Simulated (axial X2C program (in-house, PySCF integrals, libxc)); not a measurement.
# Linear MoSH at several levels

How do method and spin–orbit coupling move the bonds and stretches of MoSH, held linear?

The runs use an in-house X2C program for linear molecules on PySCF integrals; all-electron X2C, two-component (2c) or spin-free, Mo dyall-v3z, S dyall-av3z, H dyall-v3z.

All values are calculated.

2 further runs of the same task are left out: 2 set aside as unsound or not needed.

## (1) The job

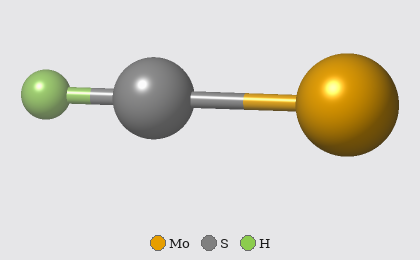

The atoms on one line, bonds 2.410 and 1.340 Å (molybdenum amber, sulfur grey, hydrogen green).

task.json reads:

```json
{
 "zs": [
  42,
  16,
  1
 ],
 "q": 0,
 "bas": [
  "dyall-v3z",
  "dyall-av3z",
  "dyall-v3z"
 ],
 "r0": [
  2.41,
  1.34
 ],
 "symm": 0,
 "scan": [
  "PBE0",
  "HF",
  "PBE"
 ],
 "levels": [
  "PBE0",
  "HF",
  "TPSSh"
 ],
 "nst": 2
}
```

Keys: zs atomic numbers; q charge; bas basis sets; r0 starting distance in Å; symm equal bonds; scan levels of the two-bond scan; levels methods; nst determinants followed.

The run is started by

```bash
python solin.py task.json out
```

Masses Mo 97.905, S 31.972, H 1.008 u.

## (2) Scan at PBE0, 2c

State: Ω = 5/2 (beyond evenly filled blocks: ω = 5/2). Energies above the lowest point, from the job's result record:

| r(Mo–S) (Å) | r(S–H) (Å) | E (meV) |
| --- | --- | --- |
| 2.2376 | 1.2997 | 36.18 |
| 2.2376 | 1.3330 | 20.77 |
| 2.2376 | 1.3663 | 36.18 |
| 2.2950 | 1.2997 | 15.27 |
| 2.2950 | 1.3330 | 0.00 |
| 2.2950 | 1.3663 | 15.58 |
| 2.2950 | 1.3997 | 57.20 |
| 2.3524 | 1.2997 | 34.61 |
| 2.3524 | 1.3330 | 19.31 |
| 2.3524 | 1.3663 | 34.87 |
| 2.4097 | 1.3330 | 69.61 |
| 2.4097 | 1.3997 | 126.46 |

A quadratic surface with cubic terms in each bond gives the minimum at 2.294 and 1.332 Å, force constants 1.95, 4.47 and coupling 0.00 mdyn/Å.

## (3) Scan at PBE, 2c

State: Ω = 5/2 (beyond evenly filled blocks: ω = 5/2). Energies above the lowest point, from the job's result record:

| r(Mo–S) (Å) | r(S–H) (Å) | E (meV) |
| --- | --- | --- |
| 2.2376 | 1.2997 | 34.77 |
| 2.2376 | 1.3330 | 9.85 |
| 2.2376 | 1.3663 | 15.29 |
| 2.2950 | 1.2997 | 24.72 |
| 2.2950 | 1.3330 | 0.00 |
| 2.2950 | 1.3663 | 5.67 |
| 2.2950 | 1.3997 | 36.90 |
| 2.3524 | 1.2997 | 54.08 |
| 2.3524 | 1.3330 | 29.36 |
| 2.3524 | 1.3663 | 35.06 |
| 2.4097 | 1.3330 | 89.00 |
| 2.4097 | 1.3997 | 125.73 |

A quadratic surface with cubic terms in each bond gives the minimum at 2.279 and 1.343 Å, force constants 2.02, 4.17 and coupling 0.00 mdyn/Å.

## (4) Scan at PBE0, spin-free

State: M_S = 5/2, Λ = 0 (beyond evenly filled blocks: σα, π+α, π-α, δ+α, δ-α). Energies above the lowest point, from the job's result record:

| r(Mo–S) (Å) | r(S–H) (Å) | E (meV) |
| --- | --- | --- |
| 2.2376 | 1.2997 | 36.02 |
| 2.2376 | 1.3330 | 20.77 |
| 2.2376 | 1.3663 | 36.35 |
| 2.2950 | 1.2997 | 15.11 |
| 2.2950 | 1.3330 | 0.00 |
| 2.2950 | 1.3663 | 15.75 |
| 2.2950 | 1.3997 | 57.54 |
| 2.3524 | 1.2997 | 34.52 |
| 2.3524 | 1.3330 | 19.37 |
| 2.3524 | 1.3663 | 35.10 |
| 2.4097 | 1.3330 | 69.79 |
| 2.4097 | 1.3997 | 126.95 |

A quadratic surface with cubic terms in each bond gives the minimum at 2.294 and 1.332 Å, force constants 1.96, 4.47 and coupling 0.00 mdyn/Å.

## (5) Comparison

| level | r(Mo–S) (Å) | r(S–H) (Å) | lower stretch (cm⁻¹) | upper stretch (cm⁻¹) |
| --- | --- | --- | --- | --- |
| PBE0, 2c | 2.294 | 1.332 | 366.6 | 2787.2 |
| PBE, 2c | 2.279 | 1.343 | 373.1 | 2693.6 |
| PBE0, spin-free | 2.294 | 1.332 | 366.9 | 2788.6 |
| PBE, spin-free | 2.279 | 1.343 | 373.4 | 2695.4 |

Scans not shown above were run alike.

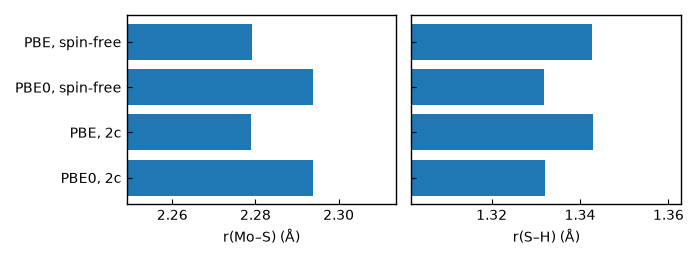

The two bond lengths by level.

**Reading.** Over the levels the Mo–S bond spans 2.279 to 2.294 Å and the S–H bond 1.332 to 1.343 Å. At PBE0 spin–orbit coupling leaves both bonds unchanged to 0.001 Å. Each state is one determinant, the lowest of a limited PBE0 search; the stretches come from a fit to few points and are good to some per cent at best. The molecule was held linear; bending was not examined, so a bent shape may lie lower. Note: several unpaired electrons, one determinant need not be a pure state.
